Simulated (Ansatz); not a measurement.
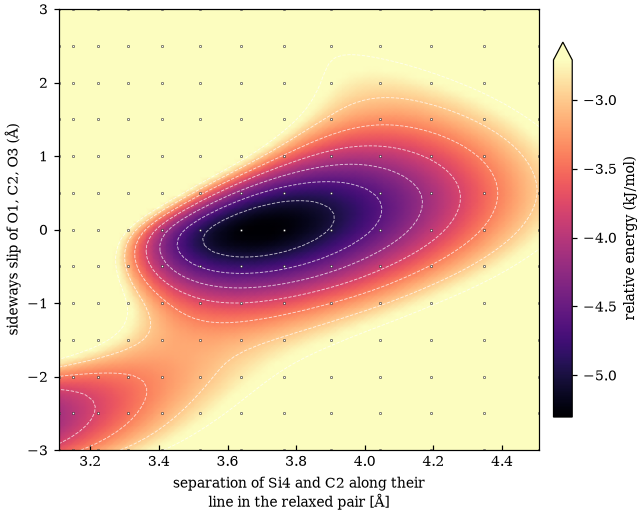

The pair CO₂···H₄Si. First axis: separation of Si4 and C2 along their line in the relaxed pair. Second axis: sideways slip of O1, C2, O3. Nothing is relaxed (both partners rigid). Grid: 13 × 13 points. Points are written as (first, second). Energies are in kJ/mol, from the two partners far apart, frozen as in the relaxed pair, each in its own basis (no counterpoise correction). All numbers below come from Ansatz, RKS PBE0-D4/def2-SVPD.

In the figure: a smooth colour map with a few white contour lines, dots at the grid points, one colour for all values above the top of the scale. Between grid points the surface is interpolated.

**Where is the minimum, and how stiff is the well along each coordinate?**

The interpolated minimum is at the first coordinate ≈ 3.699 Å, sideways slip of O1, C2, O3 ≈ −0.01 Å. The curvatures there are about 0.22 eV/Å² and 0.058 eV/Å², with a cross term of about −0.046 eV/Å². Round the minimum the valley is somewhat tilted: raising the first coordinate shifts the best value of sideways slip of O1, C2, O3 upwards (coupling k₁₂/√(k₁₁k₂₂) about −0.4). (1 eV is 96.5 kJ/mol.)
